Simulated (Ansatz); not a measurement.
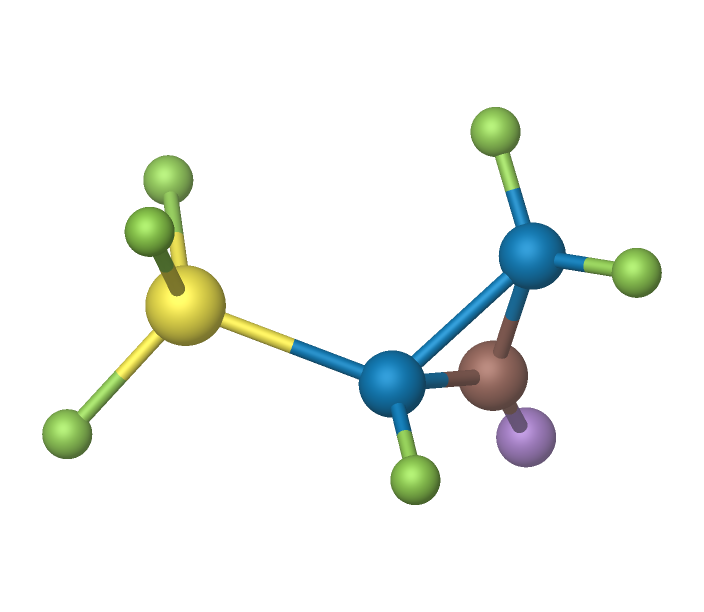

Rendered structure (ball-and-stick style). Colours: fluorine purple, boron brown, carbon blue, silicon yellow, hydrogen green.

The computed structure is the end point of a PBE0-D4/def2-TZVP optimisation. No frequency run is at hand to confirm it as a minimum.

Which formula does it have?

Answer. C2H6BFSi, 11 atoms: 2 carbon, 6 hydrogen, 1 boron, 1 fluorine and 1 silicon.

Describe its rings.

Answer. Independent rings (smallest set): 1 of 3 members.

What is the point group of this geometry?

Answer. C1.

The parts below concern this one geometry. Atoms keep their numbers from picture to picture.

Shape

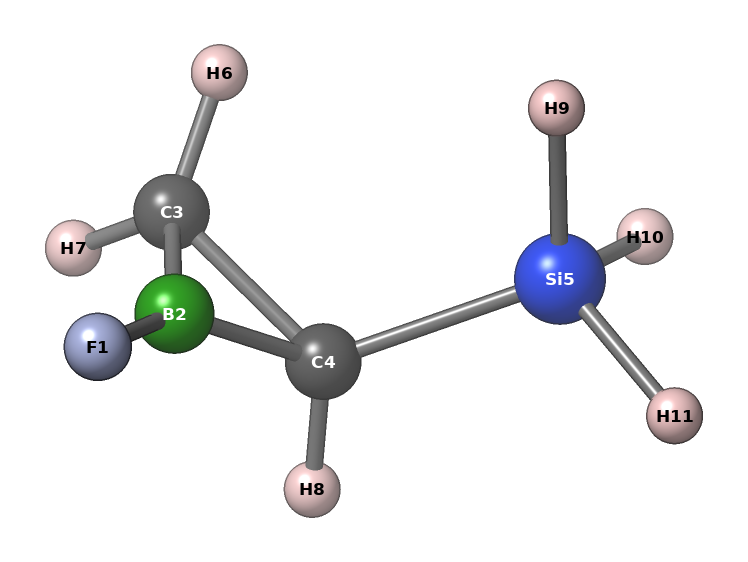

Atoms fade into the background with distance from the viewer. No frequency run is at hand to confirm it as a minimum.

Which atoms or bonds are stereogenic?

Answer. Centres: C4.

Assign CIP descriptors.

Answer. C4: S (priorities Si5 > C3 > B2 > H8).

Electronic properties

No frequency run is at hand to confirm it as a minimum. Properties computed with RKS PBE0-D4/def2-TZVPP (Ansatz 0.2.0).

Give the HOMO–LUMO gap at this level.

Answer. 6.87 eV.

Estimate the HOMO energy (Kohn–Sham orbital).

Answer. −7.55 eV.

Estimate the dispersion correction.

Answer. −17.6 kJ/mol.

Dipole moment

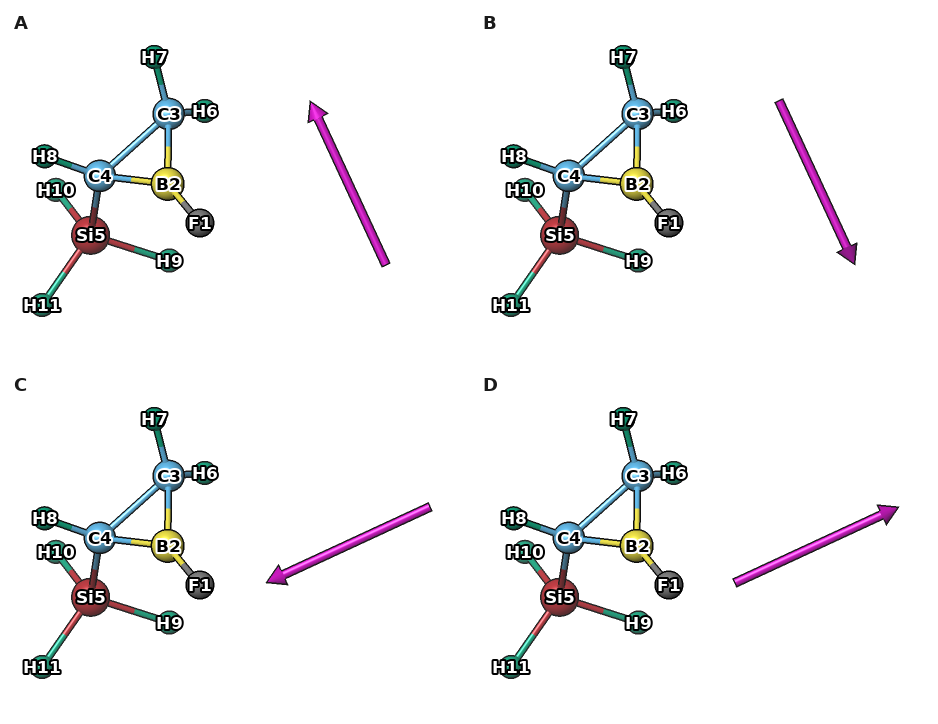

The same molecule four times, each with an arrow. No frequency run is at hand to confirm it as a minimum. Method: RKS r2SCAN-D4/def2-TZVPP (Ansatz 0.2.0).

Which arrow points along the dipole moment, from the negative to the positive end?

Answer. A. The dipole moment is 1.08 D; it points from the side of H9 to the side of H7 (the outermost atoms at the two ends).

Charges

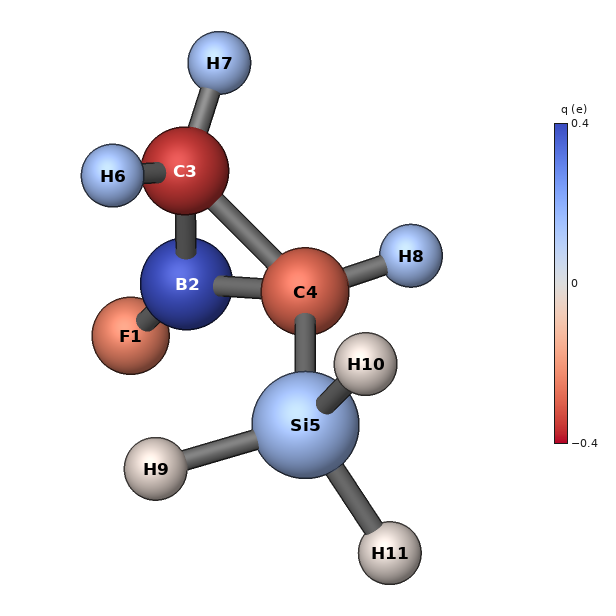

Atoms are coloured by their Mulliken charges. No frequency run is at hand to confirm it as a minimum. Method: RKS PBE0-D4/def2-TZVP (Ansatz 0.2.0).

Give the Mulliken charges atom by atom.

```tsv
atom	value (e)
F1	−0.24
B2	0.40
C3	−0.35
C4	−0.28
Si5	0.14
H6	0.14
H7	0.14
H8	0.13
H9	−0.03
H10	−0.03
H11	−0.02
```

Mulliken values depend strongly on the basis set and can even reverse the polarity of a bond.
